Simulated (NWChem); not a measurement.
# doublet [BiCl3]+: levels of theory compared

Wanted: a comparison of 3 runs (UHF/def2-SVP, UMP2/def2-SVP, UCCSD/def2-SVP) of doublet [BiCl3]+. 

Program for the calculation: NWChem 7.3.0.

**1. Starting point**

[BiCl3]+: 4 atoms, total charge +1, spin state doublet. As SMILES of the parent species, `[Cl][Bi]([Cl])[Cl]`. Geometry: relaxed at PBE0-D4/def2-TZVP. That shape belongs to the parent species and isn't relaxed for this state.

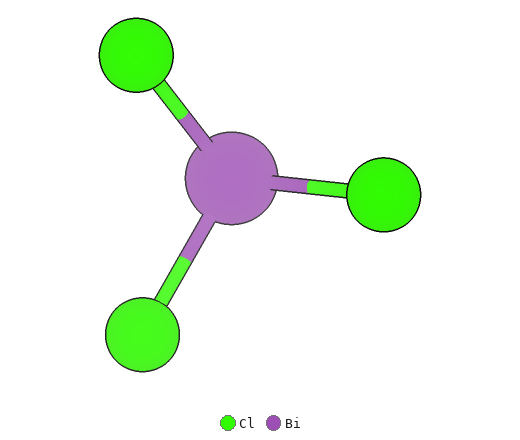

Viewed from a chosen angle; chlorine green, bismuth purple.

**2. The energy at UHF/def2-SVP (core potential) (run 1)**

Contents of run.py:

```python
from ase import Atoms
from ase.calculators.nwchem import NWChem

mol = Atoms(['Cl', 'Bi', 'Cl', 'Cl'], positions=[
    [1.048500, 0.476400, 1.795200],
    [-0.804600, -0.088800, 0.338600],
    [0.199100, -2.002000, -0.760200],
    [-0.387500, 1.554100, -1.393900],
])

calc = NWChem(
    label='a',
    theory='scf',
    memory='2200 mb',
    basis='def2-SVP',
    basispar='spherical bse',
    charge=1,
    scf={'nopen': '1', 'uhf': None, 'thresh': '1e-08', 'maxiter': '80'},
    task='energy',
    **{'ecp bse': {'Bi library': 'def2-SVP'}},
)
mol.calc = calc

print(f"energy = {mol.get_potential_energy():.6f} eV")
```

The run is started by

```console
$ export ASE_NWCHEM_COMMAND="nwchem PREFIX.nwi > PREFIX.nwo"
$ python run.py
```

The program printed:

```text
energy = -43302.754991 eV
```

The calculator wrote a.nwi:

```
title "a"

permanent_dir a

scratch_dir a

start a

geometry units angstrom nocenter noautosym noautoz
  Cl 1.0485000000000000e+00 4.7639999999999999e-01 1.7951999999999999e+00
  Bi -8.0459999999999998e-01 -8.8800000000000004e-02 3.3860000000000001e-01
  Cl 1.9910000000000000e-01 -2.0019999999999998e+00 -7.6019999999999999e-01
  Cl -3.8750000000000001e-01 1.5541000000000000e+00 -1.3938999999999999e+00
end

charge 1

memory 2200 mb

basis spherical bse noprint
   * library def2-SVP
end

scf
  nopen 1
  uhf
  thresh 1e-08
  maxiter 80
end
ecp bse
  Bi library def2-SVP
end

task scf energy
```

a.nwo:

```text
Northwest Computational Chemistry Package (NWChem) 7.3.0
             --------------------------------------------------------

           Job information
           ---------------

    nwchem branch   = 7.3.0
    use scalapack   = T
    input           = a.nwi
    prefix          = a.
    data base       = a/a.db
    status          = startup
    nproc           =        1

           Memory information
           ------------------

    heap     =     72089594 doubles =      550.0 Mbytes
    stack    =     72089599 doubles =      550.0 Mbytes
    global   =    144179200 doubles =     1100.0 Mbytes (distinct from heap & stack)
    total    =    288358393 doubles =     2200.0 Mbytes
    verify   = yes
    hardfail = no

           Directory information
           ---------------------

  0 permanent = a
  0 scratch   = a

                                NWChem Input Module
                                -------------------

                                         a
                                         -

[... 113 lines left out ...]
 Convergence threshold     :          1.000E-08
[... 14 lines left out ...]
       Final UHF  results
[... 3 lines left out ...]
      One electron energy =  -3022.339973400606
[... 1 line left out ...]
 Nuclear repulsion energy =    381.458248974308
[... 59 lines left out ...]
          Final beta eigenvalues
[... 247 lines left out ...]
                     UHF Final Beta Molecular Orbital Analysis
[... 244 lines left out ...]
   Mulliken analysis of the spin density
   -------------------------------------

    Atom       Charge   Shell Charges
 -----------   ------   -------------------------------------------------------
    1 Cl  17     0.35  -0.00 -0.00  0.01 -0.01  0.00  0.16  0.19 -0.00
    2 Bi  23    -0.04   0.00  0.00  0.06  0.01 -0.00  0.00 -0.04 -0.07 -0.00 -0.01
    3 Cl  17     0.35  -0.00 -0.00  0.01 -0.01  0.00  0.16  0.19 -0.00
    4 Cl  17     0.35  -0.00 -0.00  0.01 -0.01  0.00  0.16  0.19 -0.00

       Multipole analysis of the density wrt the origin
       ------------------------------------------------

     L   x y z        total         alpha         beta         nuclear
     -   - - -        -----         -----         ----         -------
     0   0 0 0      1.000000    -37.000000    -36.000000     74.000000

     1   1 0 0     -1.837687      2.736955      2.765243     -7.339885
[... 8 lines of this table left out ...]
     2   0 0 2    -43.831379   -204.906205   -197.025154    358.099980

 Task  times  cpu:       22.5s     wall:       22.5s
 Total times  cpu:       22.5s     wall:       22.5s
```

It took 24 s on 1 thread of Intel Xeon Platinum 8488C (Sapphire Rapids), shared host; peak memory 0.099 GiB.

**3. A single-point energy at UMP2/def2-SVP (core potential) (run 2)**

Contents of a.nw:

```
start a
memory 2200 mb
charge 1

geometry units angstroms noautosym nocenter noautoz
Cl       1.048500       0.476400       1.795200
Bi      -0.804600      -0.088800       0.338600
Cl       0.199100      -2.002000      -0.760200
Cl      -0.387500       1.554100      -1.393900
end

basis spherical bse
* library def2-SVP
end

ecp bse
Bi library def2-SVP
end

scf
doublet
uhf
thresh 1e-08
maxiter 80
noprint "final vectors analysis"
end

mp2
freeze core 19
tight
end

task mp2 energy
```

The run is started by

```console
$ nwchem a.nw > a.out
```

The program printed:

```text
[...]
  functions       =    80
[...]
  wavefunction    = UHF
[...]
         Total SCF energy =  -1591.346907232381
      One electron energy =  -3022.339973421016
      Two electron energy =   1049.534817214326
 Nuclear repulsion energy =    381.458248974308
                       Sz =      0.5000
                 Sz(Sz+1) =      0.7500
                      S^2 =      0.8461
[...]
          Total MP2 energy         -1591.842149186067
[...]
```

It took 27 s on 1 thread of Intel Xeon Platinum 8488C (Sapphire Rapids), shared host; peak memory 0.19 GiB.

**4. A single-point energy at UCCSD/def2-SVP (core potential) (run 3)**

Contents of bicl3.xyz:

```xyz
4
BiCl3
Cl     1.048500     0.476400     1.795200
Bi    -0.804600    -0.088800     0.338600
Cl     0.199100    -2.002000    -0.760200
Cl    -0.387500     1.554100    -1.393900
```

Contents of bicl3.nw:

```
START bicl3
TITLE "BiCl3"
memory 2200 mb
charge 1

GEOMETRY noautosym nocenter noautoz
   load bicl3.xyz
END

BASIS spherical bse
   * library def2-SVP
END

ECP bse
   Bi library def2-SVP
END

SCF
   doublet
   uhf
   thresh 1e-08
   maxiter 80
   print low
END

TCE
   scf
   ccsd
   freeze core 19
   maxiter 60
END

TASK tce energy
```

The run is started by

```console
$ nwchem bicl3.nw > bicl3.out
```

The program printed:

```text
[...]
  functions       =    80
[...]
  wavefunction    = UHF
[...]
         Total SCF energy =  -1591.346907230786
      One electron energy =  -3022.339973416940
      Two electron energy =   1049.534817211846
 Nuclear repulsion energy =    381.458248974308
                       Sz =      0.5000
                 Sz(Sz+1) =      0.7500
                      S^2 =      0.8461
[...]
         Wavefunction type : Unrestricted Hartree-Fock
          No. of electrons :    73
[...]
         Spin multiplicity : doublet
[...]
 CCSD total energy / hartree       =     -1591.885274895662178
[...]
```

It took 74 s on 1 thread of Intel Xeon Platinum 8488C (Sapphire Rapids), shared host; peak memory 0.71 GiB.

**5. All runs side by side**

| run | level | module | frozen core orbitals | energy (Eh) | ⟨S²⟩ | wall time |
| --- | --- | --- | --- | --- | --- | --- |
| 1 | UHF/def2-SVP (core potential) | scf | – | -1591.346907 | 0.846 | 24 s |
| 2 | UMP2/def2-SVP (core potential) | mp2 | 19 | -1591.842149 | 0.846 | 27 s |
| 3 | UCCSD/def2-SVP (core potential) | tce | 19 | -1591.885275 | 0.846 | 74 s |

**6. Outcome**

```
                                           quantity           value
                                run 3: total energy  -1591.88527 Eh
run 3: correlation energy (19 core orbitals frozen)      -538.4 mEh
           run 3: ⟨S²⟩ of the reference determinant           0.846
```

**Reading.** Below the UHF energy at the same shape and in the same basis (def2-SVP): UMP2 -495.2 mEh; UCCSD -538.4 mEh. All runs together took 2.1 min, the longest 74 s.
